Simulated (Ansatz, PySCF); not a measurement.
Potential energy curve for Mg2, singlet.

Computed with: UCCSDT(Q) = CCSDT(Q) on UHF/cc-pVTZ, frozen core (Ansatz, an electronic-structure program); UKS-PBE = unrestricted PBE/cc-pVTZ (Ansatz); RKS-B3LYP/6-31G* = restricted B3LYP/6-31G*, spherical d in PySCF; UKS-r2SCAN = unrestricted r2SCAN/cc-pVTZ (PySCF).

Energies are in kcal/mol, each relative to the lowest point of its own curve near equilibrium.

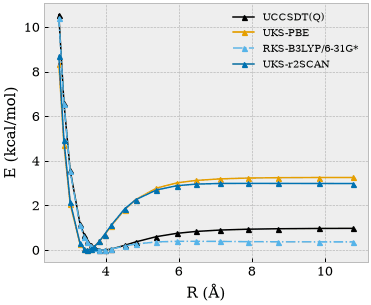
*Energy against bond length for each method.*

| R / Å | UCCSDT(Q) | UKS-PBE | RKS-B3LYP/6-31G* | UKS-r2SCAN |
|---|---|---|---|---|
| 2.72 | 10.5 | 8.4 | 10.4 | 8.7 |
| 2.86 | 6.6 | 4.7 | 6.5 | 4.9 |
| 3.03 | 3.6 | 2.1 | 3.5 | 2.2 |
| 3.30 | 1.2 | 0.3 | 1.1 | 0.3 |
| 3.42 | 0.7 | 0.0 | 0.6 | 0.0 |
| 3.50 | 0.4 | 0.0 | 0.4 | 0.0 |
| 3.60 | 0.2 | 0.0 | 0.2 | 0.0 |
| 3.68 | 0.1 | 0.1 | 0.1 | 0.1 |
| 3.83 | 0.0 | 0.4 | 0.0 | 0.4 |
| 3.97 | 0.0 | 0.7 | 0.0 | 0.7 |
| 4.16 | 0.0 | 1.1 | 0.0 | 1.1 |
| 4.52 | 0.2 | 1.8 | 0.2 | 1.8 |
| 4.82 | 0.4 | 2.3 | 0.3 | 2.3 |
| 5.39 | 0.6 | 2.8 | 0.4 | 2.7 |
| 5.95 | 0.7 | 3.0 | 0.4 | 2.9 |
| 6.47 | 0.8 | 3.1 | 0.4 | 3.0 |
| 7.14 | 0.9 | 3.2 | 0.4 | 3.0 |
| 7.90 | 0.9 | 3.2 | 0.4 | 3.0 |
| 8.73 | 1.0 | 3.2 | 0.4 | 3.0 |
| 9.84 | 1.0 | 3.3 | 0.4 | 3.0 |
| 10.77 | 1.0 | 3.3 | 0.4 | 3.0 |

At the longest distance, 10.77 Å, UKS-PBE lies highest above its minimum (3.3 kcal/mol) and RKS-B3LYP/6-31G* lowest (0.4 kcal/mol).

The unrestricted determinant behind UCCSDT(Q) is spin-contaminated at 2.72 to 3.50 Å (<S²> up to 0.6, against 0.00 for a pure singlet).
